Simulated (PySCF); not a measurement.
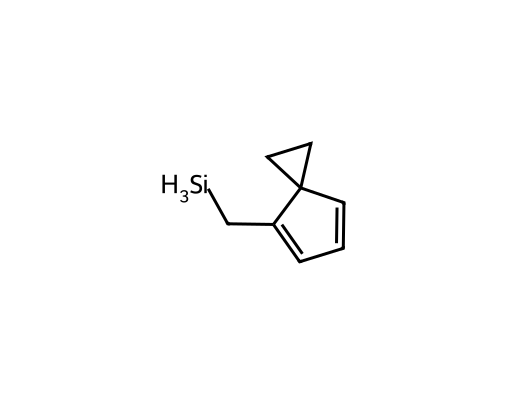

The drawing above gives the connectivity. The geometry was computed by an optimisation with PBE0-D3(BJ)/def2-SVP. No frequency run is at hand to confirm it as a minimum.

Describe the 3D structure.

Formula C₈H₁₂Si. As SMILES it reads `[SiH3]CC1=CC=CC12CC2`. Independent rings (smallest set): 1 of 3 members, 1 of 5 members. Among its groups: alkene, Si–H bond. The point group is C1. Coordination, clear cases only: 1 Si tetrahedral; 1 C tetrahedral; 4 C trigonal planar.

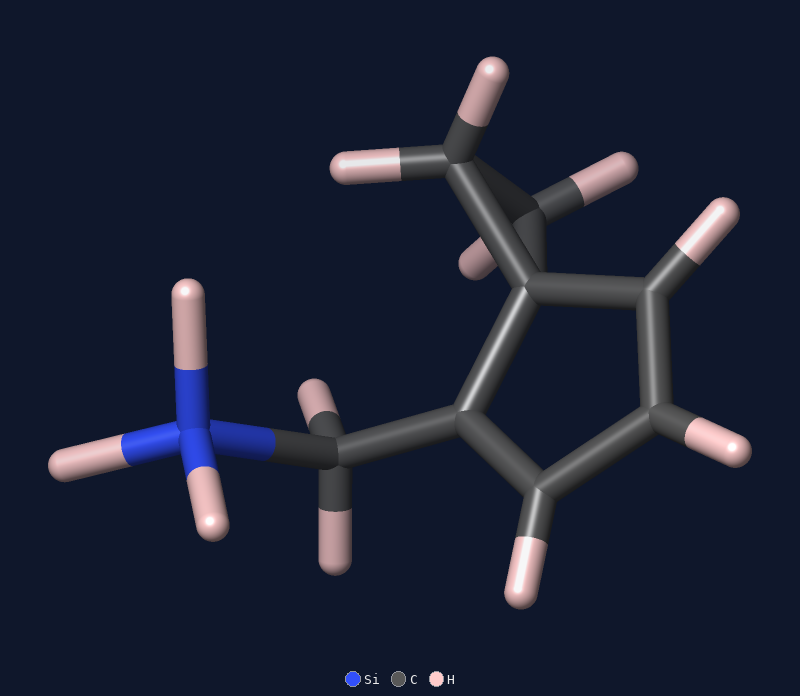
